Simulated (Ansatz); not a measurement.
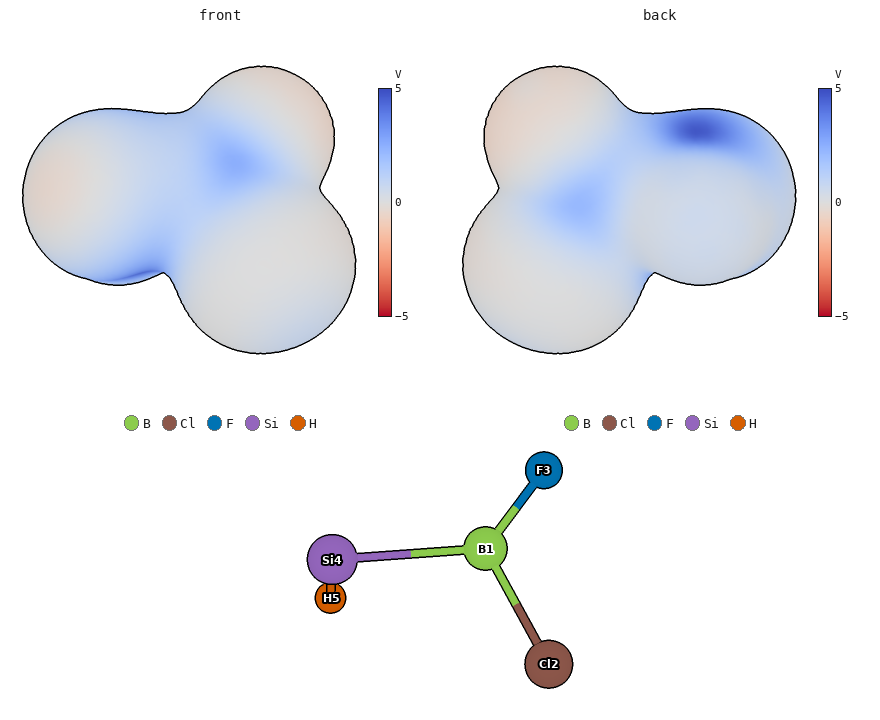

*BClFHSi (SMILES FB([SiH])Cl). The molecular electrostatic potential painted on the density surface at 0.004 e/bohr³, seen from the front and from behind; red is negative and blue positive. The bare structure is drawn below in the same view.*

Geometry: B3LYP-D3(BJ)/6-311G**.

The calculation used isolated molecule in a Gaussian basis; Kohn-Sham density functional theory, functional PBE0 in Ansatz.

```xyz
5

B     0.5559   -0.1590    0.1506
Cl    2.0245   -1.1342   -0.1915
F     0.7467    1.0884    0.5394
Si   -1.1493   -1.2376   -0.0365
H    -1.1788   -0.8486   -1.5127
```

Q: Describe the electrostatic potential map.

A: The most negative region (about −0.5 V) lies over F3, the most positive (about +4.3 V) over Si4. Cl2 shows a σ-hole: about +0.6 V at the tip opposite its bond, against about 0.0 V on its flanks.

Q: How polar is the molecule by this calculation?

A: Its dipole moment is 0.96 D.
